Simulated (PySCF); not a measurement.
## Electronic structure of C$_{4}$H$_{9}$ClSSi$_{2}$ in real space

```xyz
17

C    -2.2595    2.2841   -0.3102
C    -1.7367    0.9712   -0.6077
C    -1.3041   -0.1262   -0.8635
Si   -0.5944   -1.7931   -1.2162
Si    1.2532   -2.1903    0.1422
Cl    0.7730   -1.9939    2.1141
S     2.8854   -0.8369   -0.2884
C     2.1216    0.7446    0.1908
H    -1.4628    2.9284    0.0624
H    -2.6837    2.7286   -1.2103
H    -3.0383    2.2099    0.4485
H    -0.2217   -1.8099   -2.6364
H    -1.6420   -2.7924   -0.9717
H     1.9402   -3.4667   -0.0015
H     2.8669    1.5151    0.0241
H     1.8517    0.7106    1.2422
H     1.2442    0.9290   -0.4223
```

Geometry: GFN2-xTB.

Method: PBE0/pcSseg-1, SCF density, gas phase, non-relativistic (PySCF 2.14.0).

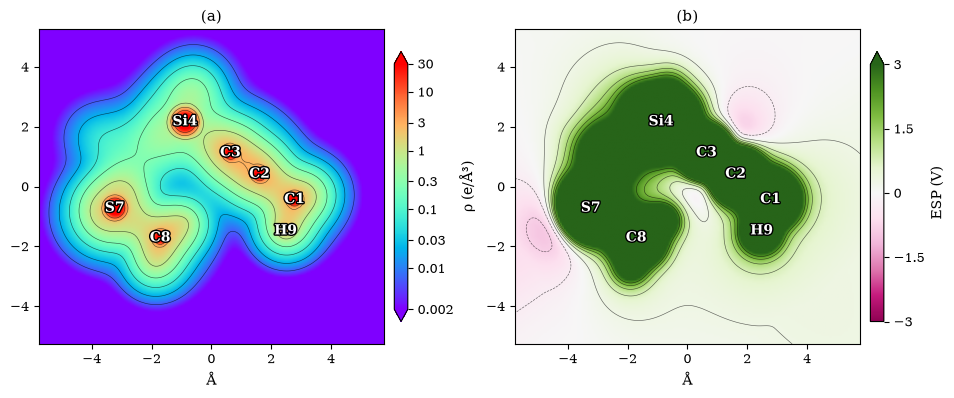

Figure 1. (a) total electron density; (b) molecular electrostatic potential on the plane of atoms C2, C1 and H9.

Describe what can be read from this map.

Atoms in the plane: C, Si, S and H.
C–C (1.21 Å): ρ at the midpoint is about 2.7 e/Å³.
C–S (1.82 Å): the density is about 1.2 e/Å³ at the midpoint.
C–Si (1.85 Å): the density is about 0.92 e/Å³ at the midpoint.
C–H (1.09 Å): ρ is about 2 e/Å³ halfway.
Outside the dense part of the molecule the potential is most negative (−1.0 V) near S7.

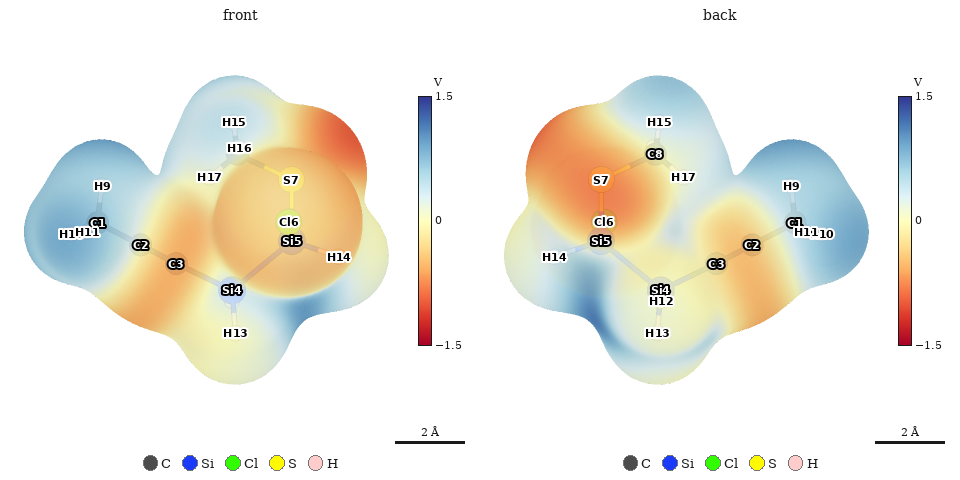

Figure 2. The molecular electrostatic potential painted on the density surface at 0.001 e/bohr³, seen from the front and from behind; red is negative and blue positive.

Which sites attract a positive test charge, and which a negative one?

A positive charge is drawn to the negative regions and a negative charge to the positive ones. The most negative region (about −0.9 V) lies over S7, the most positive (about +1.1 V) over Si4 and Si5.
